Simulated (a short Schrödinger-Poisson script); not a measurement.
Stack: MOS inversion layer, SiO2 on p-type Si(100), at 300 K.

```tsv
layer	material	thickness (nm)	Na (cm⁻³)
1	SiO2	2.3	-
2	Si	1600	7e16
```

Constants are typed, rounded textbook-type inputs, not results; the design itself was drawn at random and stands for no fabricated device. SiO2: permittivity 3.9, conduction-band edge (eV) 3.15, gap (eV) 9, electron mass (mₑ) 0.5. Si: permittivity 11.7, conduction-band edge (eV) 0, gap (eV) 1.124, Nv at 300 K (cm⁻³) 3.1e19.

Channel valleys (confinement mass, in-plane density-of-states mass, number): Δ2 0.916, 0.19, 2; Δ4 0.19, 0.417, 4. At the gate the conduction-band edge of layer 1 lies 3.63 eV − eVg above the Fermi level of the channel; the field vanishes at the back. Gaps are held at their typed values at every temperature. Mesh 0.03 nm at interfaces.

Solved with a short Schrödinger-Poisson script written for these runs: 1D Poisson equation in equilibrium, electrons quantum, Hartree (BenDaniel-Duke, 12 states a valley, the channel's in-plane mass for all, wave functions ending at the dielectric), parabolic valleys, classical holes, full ionisation, no traps, pinning or gate leakage.

Only gate voltages with over 1e8 electrons/cm² are shown.

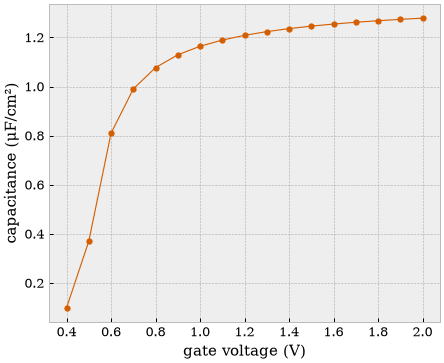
*Quasi-static capacitance against gate voltage*

```
Vg (V)  electrons (cm⁻²)  C (μF/cm²)  Δ2 E0 (meV)  Δ2 E1 (meV)  Δ4 E0 (meV)  Δ4 E1 (meV)
------  ----------------  ----------  -----------  -----------  -----------  -----------
0.4               3.19e9      0.0986        213.8        246.5        244.0        298.3
0.5              7.64e10       0.370        130.1        164.8        162.1        219.1
0.6              4.39e11       0.810         81.7        120.7        117.9        178.2
0.7              1.00e12       0.990         56.6        100.9         98.0        161.5
0.8              1.64e12        1.08         40.2         89.7         86.7        153.0
0.9              2.33e12        1.13         27.9         82.2         79.2        147.9
1                3.05e12        1.16         17.9         76.7         73.7        144.4
1.1              3.78e12        1.19          9.4         72.4         69.3        141.8
1.2              4.53e12        1.21          1.9         68.8         65.8        139.9
1.3              5.29e12        1.22         -4.9         65.8         62.8        138.3
1.4              6.06e12        1.24        -11.1         63.2         60.2        137.1
1.5              6.83e12        1.25        -16.9         60.9         57.9        136.0
1.6              7.61e12        1.25        -22.4         58.8         55.8        135.0
1.7              8.40e12        1.26        -27.7         56.8         53.8        134.2
1.8              9.18e12        1.27        -32.7         55.0         52.0        133.5
1.9              9.98e12        1.27        -37.5         53.3         50.3        132.8
2                1.08e13        1.28        -42.2         51.7         48.7        132.2
```

Subbands count from the Fermi level.
